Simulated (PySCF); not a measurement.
Input

```
{"job": {"kind": "uv", "xc": "wB97X-D", "basis": "def2-SVPD", "nstates": 8, "ntriplets": 3}, "charge": 0, "multiplicity": 1}
O     -0.444697     1.213441    -0.846457
P     -0.400420    -0.001614    -0.042495
O      1.097579    -0.385283     0.360280
H     -1.050451     0.046345     1.179063
H     -0.867575    -1.156227    -0.647590
H      1.668688     0.285328    -0.024375
```

Command:

```sh
OMP_NUM_THREADS=1 python probes_run.py task.json out
```

Geometry: GFN2-xTB.

Theory: PySCF 2.14.0, wB97X-D/def2-SVPD, SCF density, gas phase.

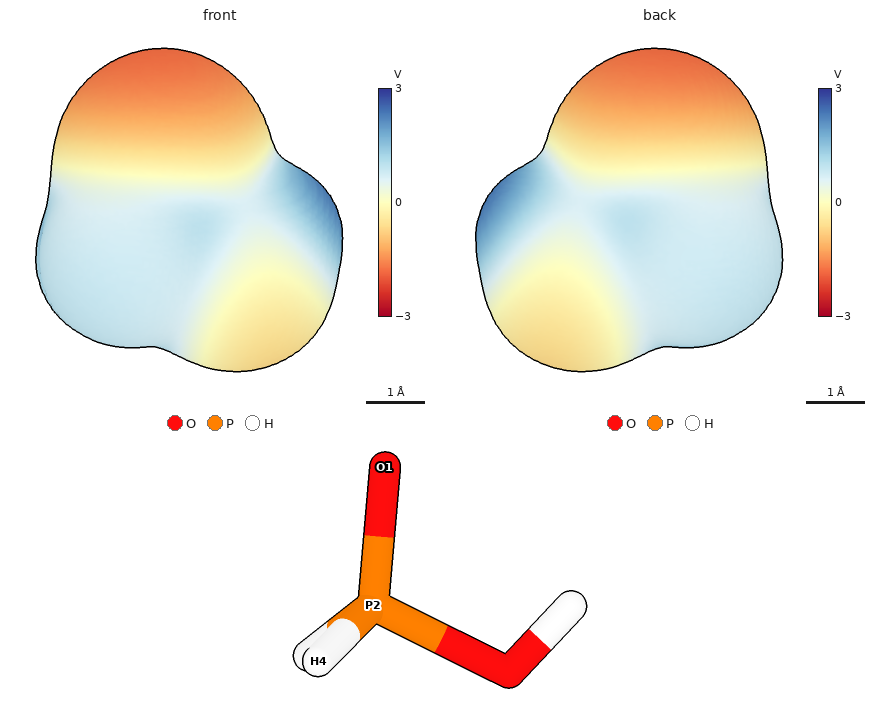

H$_{3}$O$_{2}$P (SMILES O=[PH2]O). The molecular electrostatic potential painted on the density surface at 0.001 e/bohr³, seen from the front and from behind; red is negative and blue positive. The bare structure is drawn below in the same view.

Question: Describe the electrostatic potential map.

Answer: The most negative region (about −1.8 V) lies over O1, the most positive (about +2.3 V) over H6. O1 is the likeliest acceptor of a hydrogen bond.

Question: What dipole moment does the calculation give?

Answer: Its dipole moment is 2.33 D.
